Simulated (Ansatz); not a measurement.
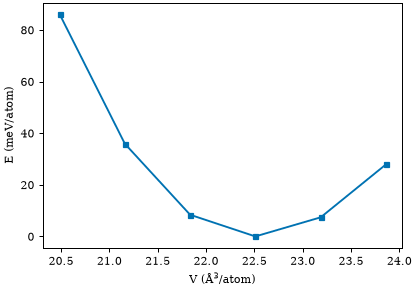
Fig. 1. Sb$_{2}$Pt in space group Pa-3 (No. 205; Pt on 4a, Sb on 8c) under volume change, plane-wave PAW HSE06 (Ansatz code), shape and atoms relaxed at each volume.

Q: What does a third-order Birch–Murnaghan fit give for V₀, B₀ and B′?

A: V₀ = 22.51 Å³/atom, B₀ = 125 GPa, B′ = 5.1.

Symmetry was held in the HSE06 relaxation. No spin polarisation was allowed. Spin–orbit coupling is left out wherever it is not named.

Potentials: the later of the program's two PAW sets.
